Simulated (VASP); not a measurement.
Band structure of Cs (bcc). Level of theory: r2SCAN+rVV10, VASP's PBE PAW potentials (set 64) (plane waves; VASP 6.6.1).

Unless said otherwise, spin-orbit coupling is left out, though it shifts the bands of the heavy elements here.

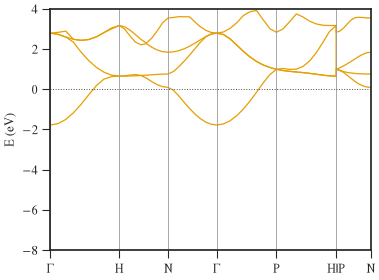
*Bands along high-symmetry lines, zero at the valence-band maximum or, without a gap, the Fermi level*

Task: Read the plot: is there a gap, and where are the band edges?

Result: It has no gap at this level: it comes out as a metal or semimetal.

The compound is Cs in the bcc structure. It was relaxed first.
